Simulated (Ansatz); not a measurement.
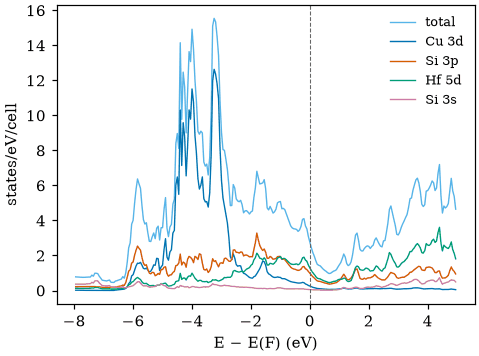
Fig. 1. Total and projected density of states of HfCuSi$_{2}$ in space group P4/nmm (No. 129; Hf on 2c, Si on 2b, Si on 2c, Cu on 2a), r²SCAN (plane waves, PAW; program Ansatz)

**Question.** Which orbitals carry the states next to the Fermi level?

**Answer.** Within 0.5 eV of the Fermi level: Hf 5d 46 %, Si 3p 35 %, Cu 3d 10 %, outside the projected shells 5 %. Projections are on Löwdin-orthogonalised atomic valence shells; empty p or d shells of many metals are not among them.

**Question.** Where is the tallest occupied peak in this window, and what makes it?

**Answer.** Near -3.2 eV, about 16 states/eV per cell; the largest projected share is Cu 3d.

The workflow started from a Materials Project entry (that database holds measured and hypothetical structures alike); the Crystallography Open Database copy checked does not list it. Its standing as an ambient phase is unchecked. Symmetry was held in the r²SCAN relaxation; whether a distortion lowers the energy is not shown. The run is not spin-polarised. Spin–orbit coupling is left out wherever it is not named.

Potentials: the later of the program's two PAW sets.
